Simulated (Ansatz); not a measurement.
Fields on a plane of NbTe2 (space group C2/m)

```
CELL_PARAMETERS angstrom
      7.38187    -1.83724     0.00000
      7.38187     1.83724     0.00000
     -3.32311     0.00000     8.84166
ATOMIC_POSITIONS crystal
  Nb 0.00000 0.00000 0.00000
  Nb 0.63792 0.63792 0.28928
  Nb 0.36208 0.36208 0.71072
  Te 0.64828 0.64828 0.01247
  Te 0.35172 0.35172 0.98753
  Te 0.29553 0.29553 0.38100
  Te 0.70447 0.70447 0.61900
  Te 0.99586 0.99586 0.69309
  Te 0.00414 0.00414 0.30691
```

The slice is a (100) plane (indices of the conventional cell) through the point (0.362, 0.362, 0.711) (fractional), spanned by u = [1 -1 0] and v = [001] in vectors of this cell: u (3.67 Å) and v (9.45 Å, at 90° to u). It covers one period; positions are fractions (u, v).

Atoms on it: Nb at (0.00, 0.00); Te at (0.00, 0.28), 0.1 Å off the plane. Other atoms lie within 1 Å of the plane.

The numbers are results of r2SCAN+rVV10 (plane waves to 500 eV, PAW, scalar-relativistic; Ansatz, a first-principles code), not measurements. k mesh 13×13×6. Near the nuclei the fields are pseudised (PAW); where an atom keeps semicore shells as valence, they peak there. NbTe2 is run without spin polarisation. NbTe2 was relaxed with its symmetry unable to fall. Spin-orbit coupling is left out, though Te is heavy.

```
|%%#=:::::=#%|
|##+-:::::-+#|
|++-:::::::-+|
|--::.....::-|
|--::.....::-|
|--::.   .::-|
|=--:.   .:--|
|==-:.   .:-=|
|===-.   .-==|
|===-.   .-==|
|==-:.   .:-=|
|---:.   .:--|
|:::.     .::|
|...       ..|
|            |
|            |
|..         .|
|::..     ..:|
|---:.   .:--|
|+==-:. .:-==|
|##+=-:.:-=+#|
|@%*=-:.:-=*%|
|@@#=-:::-=#@|
|@%*=-:::-=*%|
|#*+=-:.:-=+*|
|+==-::.::-==|
|==--:...:--=|
|==-::...::-=|
|++=-:...:-=+|
|##+-:...:-+#|
|%%#=:::::=#%|
|#%#+-:::-+#%|
```
Scale: ten equal steps from -1.47 (start of ' ') to 1.21 (end of '@'), in the order ' .:-=+*#%@'. Values: log₁₀ of the valence density in e/Å³. The map has 12 points along u (one character each, u = 0 at the left) and 32 along v (v = 0 in the bottom row). The scale is logarithmic, as a density can span decades between atoms and voids.

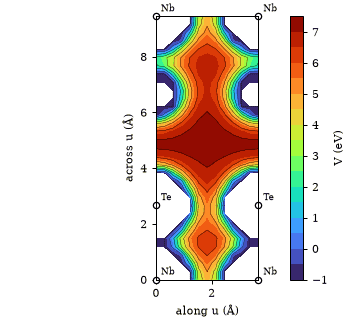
Fig. 1. Electrostatic potential energy of an electron, from the cell's mean, in eV, one period of the plane, atoms marked. Points within 1 Å of a nucleus are left white, as the pseudised field means little there. Values under -1 eV are set to -1. The zero, the cell's mean, hangs on the PAW cores.
